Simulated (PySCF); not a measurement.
**C₃H₃F, SMILES `FC1=CC1`: what the electrons do**

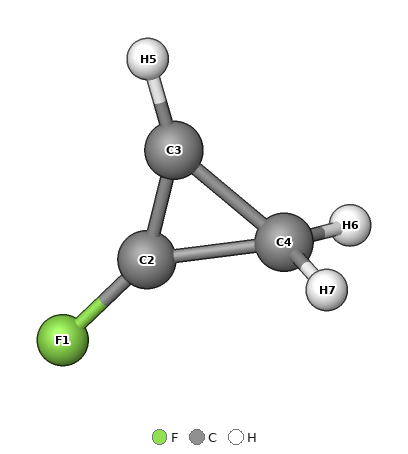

The molecule, with its atoms numbered as below. No frequency check shows the geometry to be a minimum.

Coordinates in Å:

```
F1      -1.5388   -0.0944   -0.0001
C2      -0.2315    0.0617    0.0003
C3       0.8035    0.8355   -0.0002
C4       1.0588   -0.6703    0.0001
H5       1.2541    1.7953   -0.0000
H6       1.4047   -1.1540   -0.9072
H7       1.4059   -1.1531    0.9065
```

### 1. Bonding charge

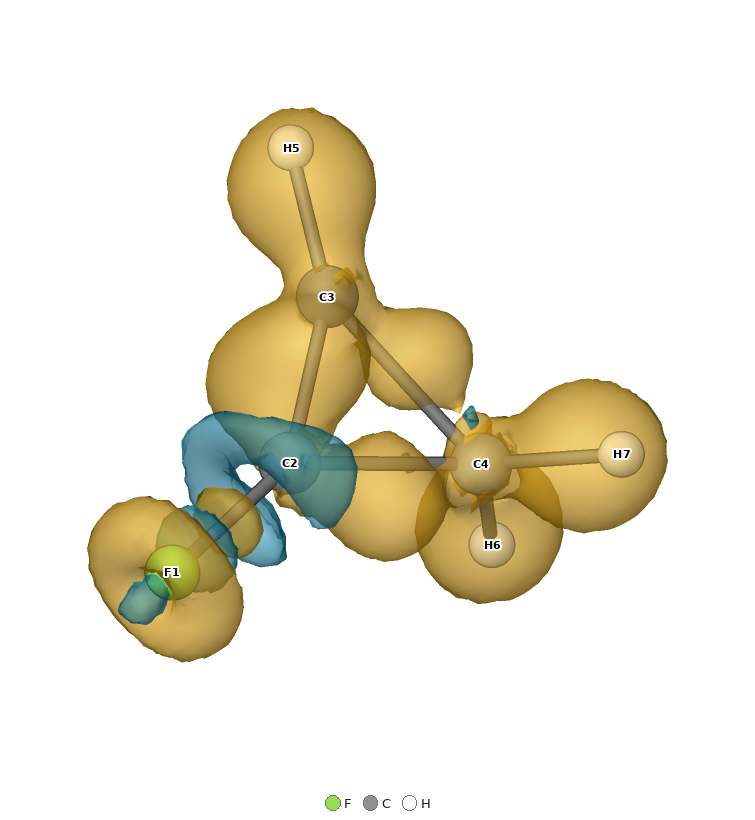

Deformation density (molecule less spherical, spin-averaged free atoms at the same positions), surfaces at ±0.14 e/Å³; yellow: gain, teal: loss.

Level of theory: TPSSh/def2-TZVP (PySCF), at a geometry from GFN2-xTB.

Question: How much density has each bond gained at its critical point, relative to the free atoms?

Answer: C3–H5: +0.77 e/Å³ at the bond critical point (bond length 1.06 Å, Mayer order 0.9). C4–H7 and C4–H6: +0.75 e/Å³ at the bond critical point (bond length 1.08 Å, Mayer order 0.9). C2–C3: +0.67 e/Å³ at the bond critical point (bond length 1.29 Å, Mayer order 1.9). C2–C4: +0.35 e/Å³ at the bond critical point (bond length 1.48 Å, Mayer order 1.1). C3–C4: +0.28 e/Å³ at the bond critical point (bond length 1.53 Å, Mayer order 0.9). F1–C2: +0.04 e/Å³ at the bond critical point (bond length 1.32 Å, Mayer order 1.1); up to 0.6 Å beside the axis the gain reaches +0.29 e/Å³. In all, 1.5 electrons gather in the regions of gain relative to the promolecule. A small or negative value marks a very polar bond, one between electron-rich atoms, whose free-atom densities already overlap strongly, a long bond to a heavier atom, or a closed-shell contact such as a hydrogen bond.

### 2. Bond critical points

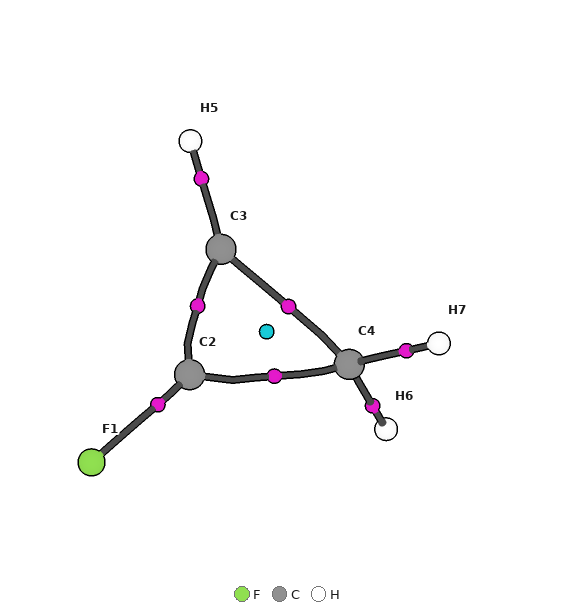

Molecular graph of the electron density (QTAIM): bond paths, bond critical points (magenta), ring points (cyan, if any); weak paths are dashed.

Question: How many critical points of each kind are there, and does the count close?

Answer: 7 nuclei, 7 bond, 1 ring and 0 cage critical points: 7 − 7 + 1 − 0 = 1, as the Poincaré–Hopf relation requires.

Question: What does the calculation give at each kind of bond critical point?

Answer:
```tsv
bond	length (Å)	ρ (a.u.)	∇²ρ (a.u.)	ε	H (a.u.)
C2–C3	1.292	0.354	−0.94	0.32	−0.441
C3–H5	1.060	0.295	−1.09	0.02	−0.313
C4–H7 (2 alike)	1.084	0.288	−1.02	0.03	−0.295
F1–C2	1.317	0.280	+0.06	0.03	−0.431
C2–C4	1.483	0.247	−0.46	0.39	−0.224
C3–C4	1.527	0.229	−0.34	0.66	−0.191
```

Question: What kind of interaction is C2–C4?

Answer: Shared-shell (covalent): ρ = 0.247, ∇²ρ = −0.46, H = −0.224 a.u. Its ellipticity of 0.39 shows that the density isn't cylindrical about the bond.

### 3. Local ionisation energy

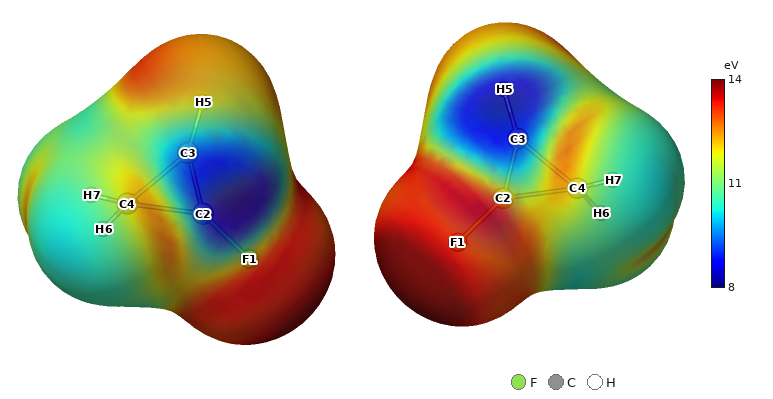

Average local ionisation energy on the surface of electron density 0.001 a.u. (back view left, front view right).

Question: Where are the most loosely bound electrons on this surface?

Answer: The lowest value is 8.3 eV, over C3, off the plane of its three bonds (2.0 Å), and at like points elsewhere. Further minima include 10.1 eV, 1.4 Å from H6, and at like points elsewhere; 10.2 eV, off the C2–C4 bond (2.0 to 2.2 Å from its atoms); 10.5 eV, near C4 (1.95 Å), H6 (2.07 Å) and H7 (2.16 Å). For comparison, the highest occupied orbital lies at −6.6 eV.

Question: What volume does the surface enclose, and what is the dipole moment?

Answer: About 74 Å³; the dipole moment is 1.1 D.

### 4. Excited states

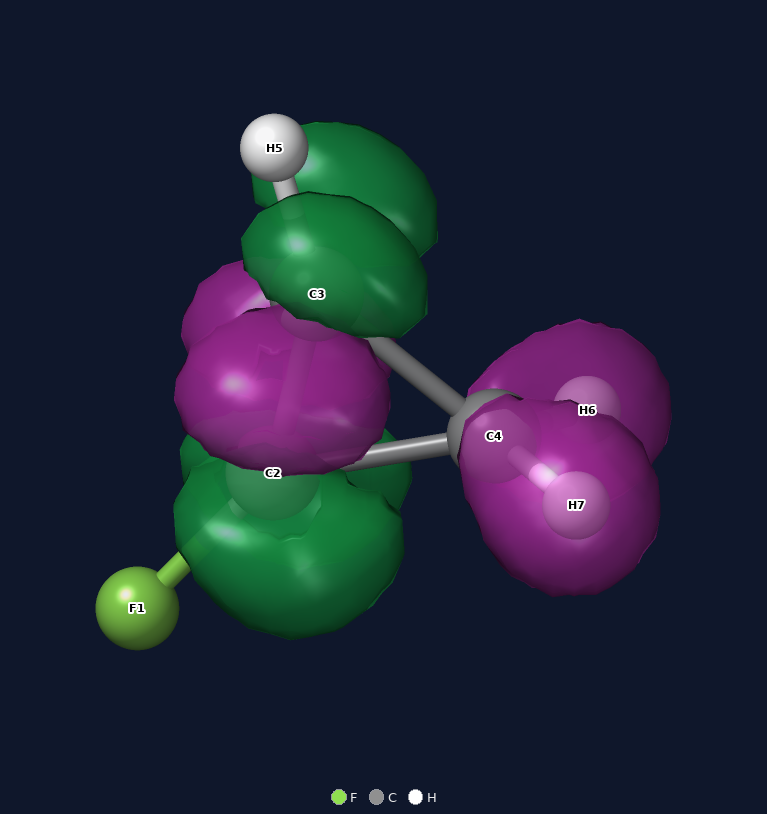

Unrelaxed difference density of S₁ less the ground state (full linear response singlet states), ±0.03 e/Å³; green: gain, purple: loss.

Computed with PySCF, ωB97X/cc-pVDZ, geometry: GFN2-xTB. Without diffuse functions Rydberg states are missing, so the states' numbers hold for this basis only.

Question: How does the charge move on excitation?

Answer: 0.43 e is displaced in all, of which about 0.2 e passes between atoms: C4 (0.07 e) and H6 and H7 (0.06 e each) lose electrons and C2 (0.12 e) and H5 (0.04 e) gain them. The state: 7.16 eV (173 nm), f = 0.097; the leading pair carries 93 %; hole on C3 (34 %), C2 (25 %) and C4 (15 %), electron on C2 (37 %), C3 (36 %) and F1 (9 %); their centroids lie 0.4 Å apart.

### 5. Magnetic shielding

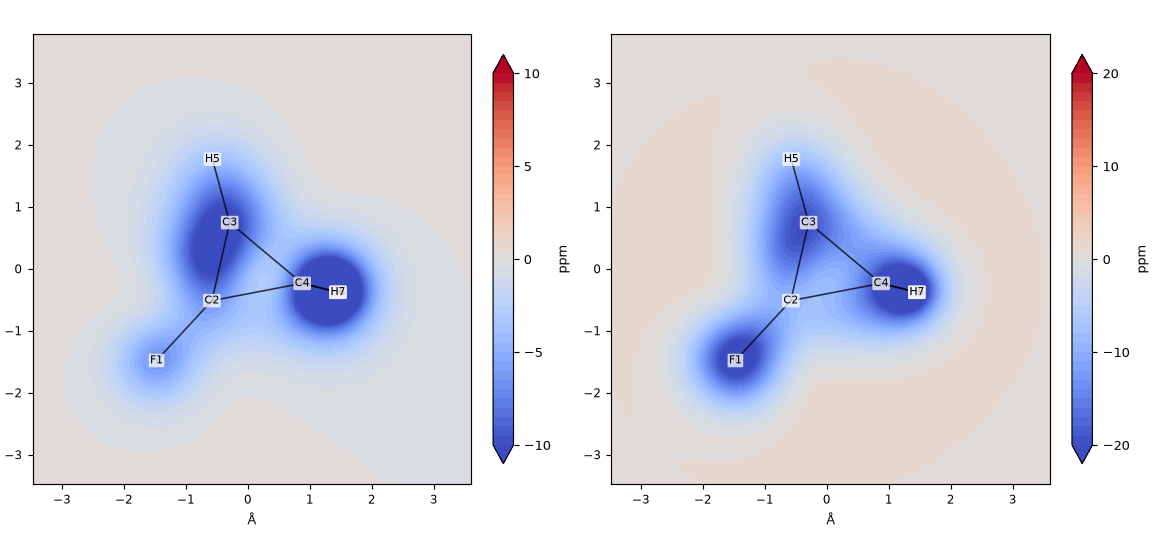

Isotropic NICS 1.0 Å above the plane of the 3-membered ring C2/C3/C4 (left) and NICSzz (the component normal to the ring) 1.0 Å above the plane of the same ring (right); GIAO shieldings; atoms are projected onto the map; negative values mean shielding.

Method: PBE0/def2-TZVP; geometry: GFN2-xTB; program: PySCF.

Question: Is the ring aromatic by this magnetic criterion?

Answer: It is shielded above its centre; in a three-membered ring σ bonds weigh heavily, so the values alone don't measure π aromaticity: NICS(0) = −32.0, NICS(1) = −5.0, NICS(1)zz = −10.2 ppm.

Question: What absolute proton shieldings does the same calculation give?

Answer: From 27.1 ppm (H5) to 29.9 ppm (H6 and H7).

The PySCF runs shown took 37 s, 3.7 min and 80 s on 1 thread of Intel(R) Xeon(R) Processor @ 2.50GHz (Skylake/Cascade Lake), with other jobs on the host.
